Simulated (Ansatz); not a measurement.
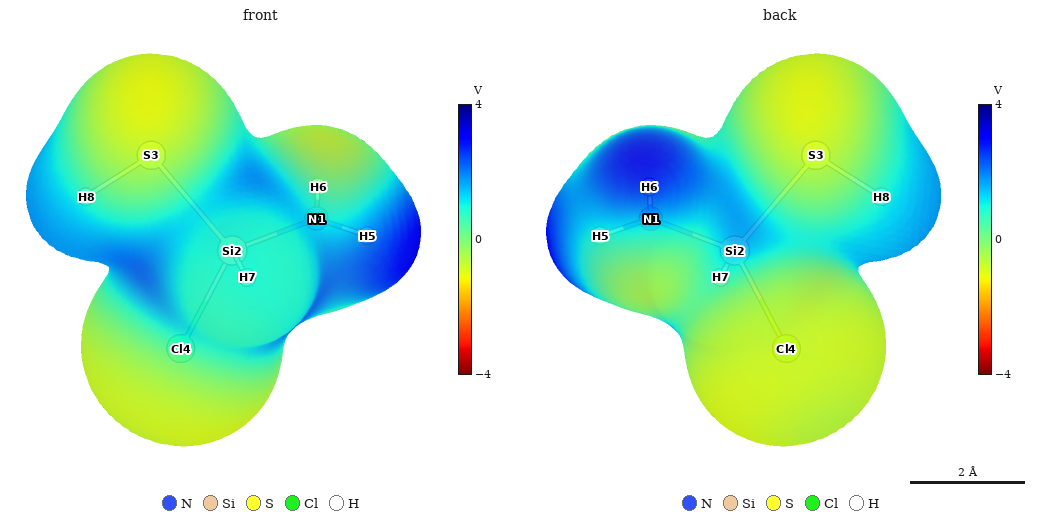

Figure 1: ClH4NSSi (SMILES N[SiH](S)Cl). The molecular electrostatic potential painted on the density surface at 0.004 e/bohr³, seen from the front and from behind; red is negative and blue positive.

These are results of RKS PBE0-D4/6-31G in Ansatz 0.2.0, not measurements.

Input

```
crystal:
  periodic: [false, false, false]
  atoms:
    - { symbol: "N", position_ang: [-0.58229, 1.28438, 0.01334] }
    - { symbol: Si, position_ang: [0.31545, -0.13673, -0.28722] }
    - { symbol: S, position_ang: [-0.04429, -1.32156, 1.47502] }
    - { symbol: Cl, position_ang: [-0.40644, -0.99509, -1.96089] }
    - { symbol: H, position_ang: [-0.67377, 2.00579, -0.68192] }
    - { symbol: H, position_ang: [-0.64495, 1.65817, 0.94492] }
    - { symbol: H, position_ang: [1.75887, -0.00746, -0.44244] }
    - { symbol: H, position_ang: [0.27742, -2.4875, 0.93918] }
basis:
  gaussian: { orbitals: "6-31G" }
hamiltonian:
  xc: pbe0
  dispersion: d4
relax:
  f_tol: 0.015
  max_steps: 40
output:
  orbitals: {}
```

Run with:

```sh
ansatz run input.yaml --threads 1 --pin off --max-ram 2048MiB --backend cpu --events-out ev --progress --plain --runs-dir out
```

The fields are those of the relaxed geometry.

### Which sites attract a positive test charge, and which a negative one?

A positive charge is drawn to the negative regions and a negative charge to the positive ones. The most negative region (about −1.1 V) lies over S3, the most positive (about +3.1 V) over H5.
